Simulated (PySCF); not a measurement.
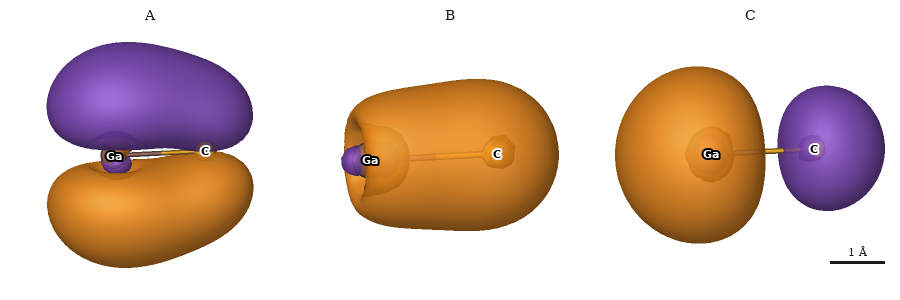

Figure 1: GaC (quartet). Three frontier β-spin orbitals, each drawn at the value that holds 80 % of its norm (orange and purple are the two phases), in no order; of a degenerate pair one member is drawn.

All numbers below come from PBE0/x2c-TZVPPall, spin-free X2C-1e, Gaussian nucleus, at a bond length of 2.000 Å (PySCF).

Name the orbitals and rank them from lowest to highest energy.

Orbital B: σ, occupied in this spin, −13.59 eV; shared between the atoms (Ga 30 %, C 70 %).
Orbital C: σ, occupied in this spin, −8.32 eV; shared between the atoms (Ga 70 %, C 30 %).
Orbital A: π, empty in this spin, −2.52 eV; bonding, with no node between the atoms.
